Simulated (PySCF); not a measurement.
Vertical excitations of a molecule C3H7FOSi from TDDFT-PBE/def2-SVPD (PySCF), as energy in eV (oscillator strength): 3.34 (0.002), 5.28 (0.007), 5.66 (0.018), 5.69 (0.026), 5.97 (0.005), 6.51 (0.004), 6.59 (0.024), 6.89 (0.132), 7.16 (0.029), 7.24 (0.007). Lowest triplet (TDA): 2.67 eV. Geometry optimised at B3LYP-D3(BJ)/def2-SVP. The values are those of a single conformer.

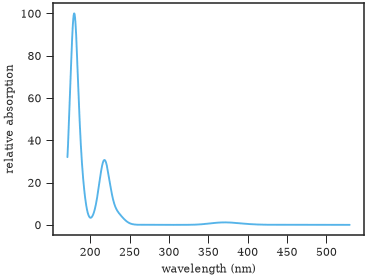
Fig. 1. The lines broadened by 0.4 eV.

Pick the molecule that these values belong to.
A. C=C(OC)[SiH2]F
B. O[C@@H]1C[C@]1(F)[SiH3]
C. CC(=O)[Si@@H](C)F
D. C=C(F)[Si@@H](C)O

C, CC(=O)[Si@@H](C)F
